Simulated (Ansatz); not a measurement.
Consider CH$_{7}$ClMgOSi.

Input

```
crystal:
  periodic: [false, false, false]
  atoms:
    - { symbol: Mg, position_ang: [-0.339894, -0.50312, -2.515413] }
    - { symbol: C, position_ang: [1.506828, -0.649215, -1.429746] }
    - { symbol: Cl, position_ang: [-2.064063, -0.391631, -3.881897] }
    - { symbol: H, position_ang: [0.25016, -0.066904, 0.490268] }
    - { symbol: O, position_ang: [-0.674441, 0.003341, 0.791751] }
    - { symbol: Si, position_ang: [-0.979135, 0.754181, 2.239413] }
    - { symbol: H, position_ang: [1.452736, -1.414143, -0.634893] }
    - { symbol: H, position_ang: [1.814252, 0.31578, -0.989716] }
    - { symbol: H, position_ang: [2.320466, -0.957471, -2.105912] }
    - { symbol: H, position_ang: [-0.005745, 0.31166, 3.292799] }
    - { symbol: H, position_ang: [-0.916442, 2.248548, 2.125833] }
    - { symbol: H, position_ang: [-2.364723, 0.348774, 2.617514] }
basis:
  gaussian: { orbitals: def2-mTZVP }
hamiltonian:
  xc: lda
relax:
  f_tol: 0.03
  max_steps: 50
output:
  orbitals: {}
```

Launched as:

```sh
ansatz run input.yaml --threads 4 --pin off --max-ram 5120MiB --backend cpu --events-out ev --progress --plain --runs-dir out
```

The fields are those of the run's last geometry, not of the input's.

These are results of Ansatz 0.2.0, RKS LDA/def2-mTZVP, not measurements.

> What can the converged electron density and electron localisation function tell about the bonding?

Si–O (1.72 Å): ρ at the midpoint is about 0.98 e/Å³; the ELF peaks at about 0.90 between the atoms: a polar covalent bond.
Mg–O (2.03 Å): ρ at the midpoint is about 0.33 e/Å³; the ELF peaks at about 0.90 in the valence shell of O, 0.7 Å from its nucleus, and is about 0.20 at the midpoint: an ionic contact with no shared pair.
C–Mg (2.07 Å): the density is about 0.46 e/Å³ at the midpoint; the ELF peaks at about 0.95 in the valence shell of C, 0.8 Å from its nucleus, and is about 0.70 at the midpoint.
Mg–Cl (2.27 Å): ρ at the midpoint is about 0.44 e/Å³; the ELF peaks at about 0.85 in the valence shell of Cl, 0.9 Å from its nucleus, and falls to about 0.05 next to Mg; a largely ionic contact.

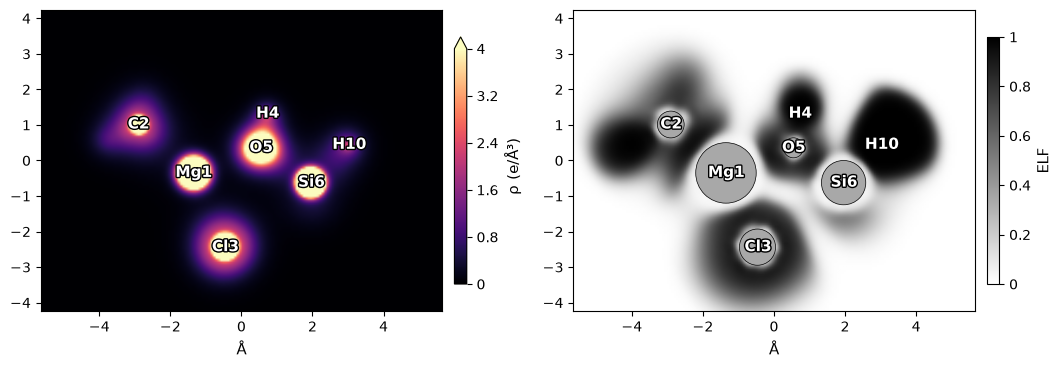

Computed electron density and electron localisation function on the plane of atoms C2, Mg1 and Cl3, in this order. Grey discs cover the atomic cores in the ELF map. 
